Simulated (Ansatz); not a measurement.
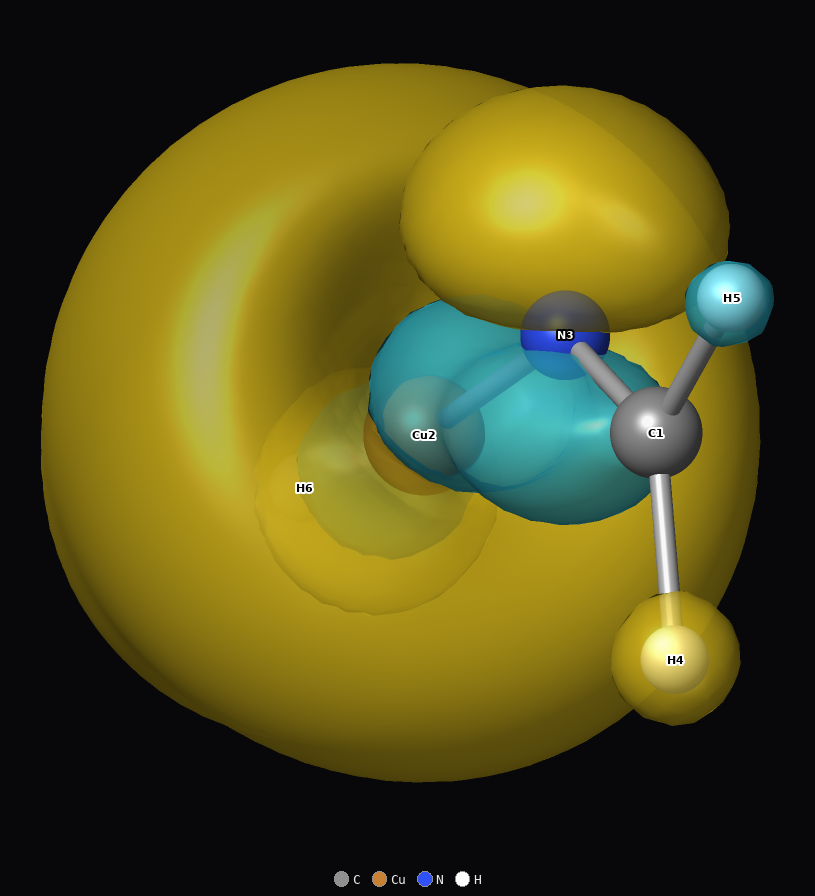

*CH₃CuN (SMILES C=[N][CuH-]) (charge −1). The HOMO−1 at ±0.08 Å⁻³ᐟ² (yellow and cyan are the two phases), seen at an oblique angle.*

Geometry: PBE-D3(BJ)/def2-SVPD.

These are results of isolated molecule in a Gaussian basis; Kohn-Sham density functional theory, functional PBE0 in Ansatz, not measurements.

```yaml
atoms:
  - { symbol: C, position_ang: [-0.9977, 0.0001, -2.2877] }
  - { symbol: Cu, position_ang: [0.0989, -2.6850, -2.7754] }
  - { symbol: N, position_ang: [-0.2370, -0.8797, -2.7780] }
  - { symbol: H, position_ang: [-1.8506, -0.1857, -1.5566] }
  - { symbol: H, position_ang: [-0.9020, 1.1072, -2.5377] }
  - { symbol: H, position_ang: [0.4935, -4.1729, -2.8702] }
```

Question: What is the character of this orbital?

Answer: Its weight (Hirshfeld) is mainly on Cu2 (about 75 %), H6 (about 15 %) and N3 (about 5 %). Its energy is −1.19 eV.
